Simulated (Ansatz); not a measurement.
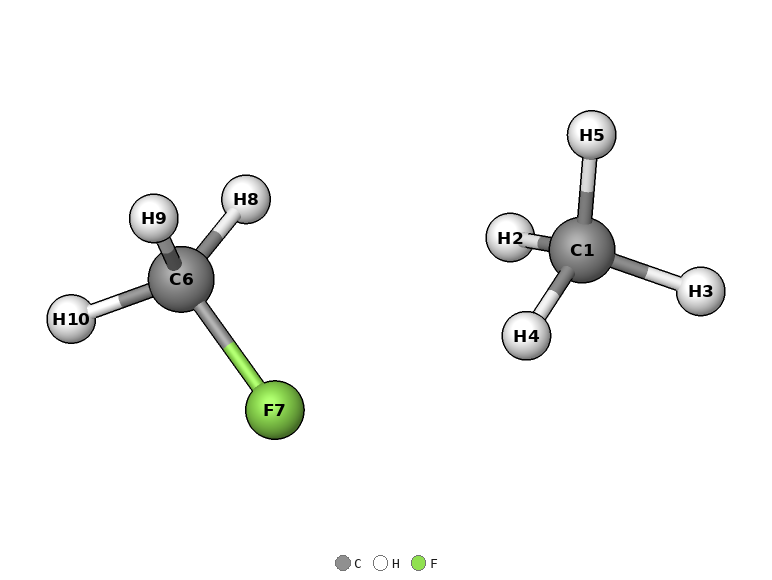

Harmonic vibrations computed with RKS PBE0-D4/def2-TZVP (Ansatz 0.2.0) at a stationary point of the same level.

Is this a minimum or a saddle point?

A minimum: no imaginary frequency, and the lowest mode lies at 27 cm⁻¹.

How many vibrational modes are there, and where do they lie?

24 modes: 27, 45, 52, 68, 69, 115, 1093, 1199, 1200, 1324, 1331, 1331, 1483, 1489, 1489, 1554, 1554, 3044, 3046, 3133, 3135, 3161, 3164, 3173 cm⁻¹.
